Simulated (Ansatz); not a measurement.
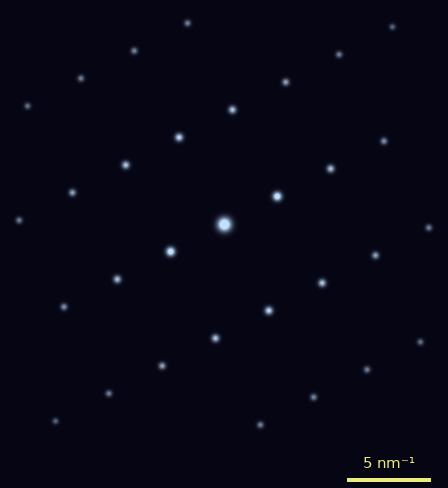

Computed electron diffraction pattern, 200 kV, single scattering only, B = 0.3 Å².

**What net do the spots form, and what spacings does it show?**

The spots form a rectangular net whose two shortest vectors correspond to d = 2.76 Å and 1.70 Å, 90.0° apart.

**What is the point symmetry of the pattern, intensities included?**

2mm.

**What was simulated?**

This cannot be fixed from one zone alone; the pattern is [210] of Er, space group P6_3/mmc (No. 194), a = 3.40 Å, c = 5.53 Å (hexagonal axes). The net vectors are 0 0 2 and 1 -2 0. Structure: the input geometry of an electronic-structure calculation (not necessarily at equilibrium).
